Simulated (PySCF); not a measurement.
**C3H8O2Si2 (SMILES C=C[SiH2]O[SiH2]C=O): density, localisation and related maps**

The calculation's input:

```
{"job": {"xc": "PBE0", "basis": "pcSseg-1", "kind": "nmr", "pop": true}, "charge": 0, "multiplicity": 1}
C      1.618449     1.118053    -0.703389
C      2.095308     0.040437    -0.099378
Si     1.074217    -1.176492     0.912960
O     -0.493120    -0.731445     0.895578
Si    -1.855762     0.091789     0.634968
C     -2.059306     0.183531    -1.272403
O     -2.932434     0.785719    -1.843862
H      2.236191     1.793475    -1.276187
H      0.570228     1.374129    -0.649697
H      3.155289    -0.168294    -0.185310
H      1.465586    -1.159408     2.322655
H      1.092860    -2.513256     0.318384
H     -2.933557    -0.697718     1.220523
H     -1.734734     1.439398     1.184073
H     -1.303628    -0.371930    -1.878005
```

Command:

```sh
OMP_NUM_THREADS=1 python ens_run.py task.json out
```

Geometry: GFN2-xTB.

All numbers below come from PBE0/pcSseg-1, SCF density, gas phase, non-relativistic in PySCF 2.14.0.

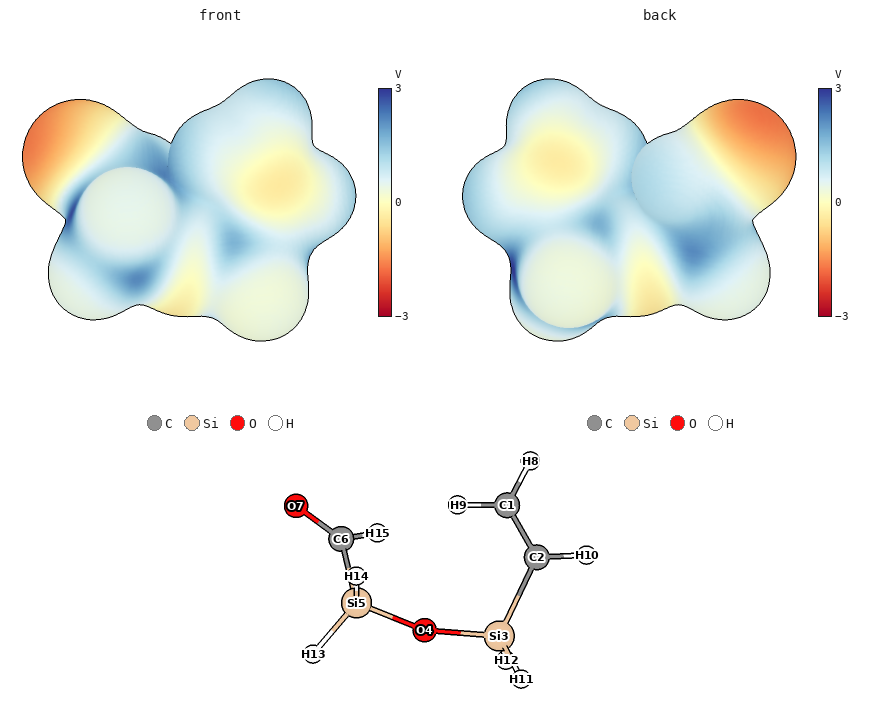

Figure 1. The molecular electrostatic potential painted on the density surface at 0.004 e/bohr³, seen from the front and from behind; red is negative and blue positive. The bare structure is drawn below in the same view.

### Where is the surface potential most negative and most positive?

The most negative region (about −1.7 V) lies over O7, the most positive (about +2.6 V) over Si3 and Si5. O7 is the likeliest acceptor of a hydrogen bond.

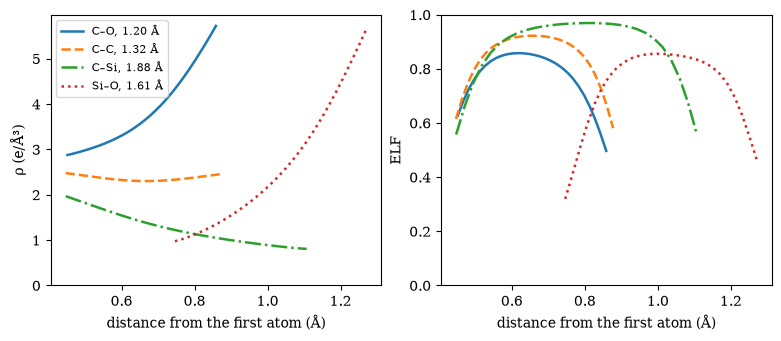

Figure 2. Electron density and ELF along straight lines between neighbouring atoms. The curves leave out the atomic cores.

### What kind of bonding do the profiles show?

C–O (1.20 Å): the density is about 3.3 e/Å³ at the midpoint; the ELF peaks at about 0.85 between the atoms (a short, multiple covalent bond).
C–C (1.32 Å): the density is about 2.3 e/Å³ at the midpoint; the ELF peaks at about 0.90 between the atoms; a short, multiple covalent bond.
C–Si (1.88 Å): ρ is about 0.95 e/Å³ halfway; the ELF peaks at about 0.95 between the atoms; localised, covalent bonding.
Si–O (1.61 Å): ρ is about 1.1 e/Å³ halfway; the ELF peaks at about 0.85 between the atoms, as expected for a short, strongly polar bond.
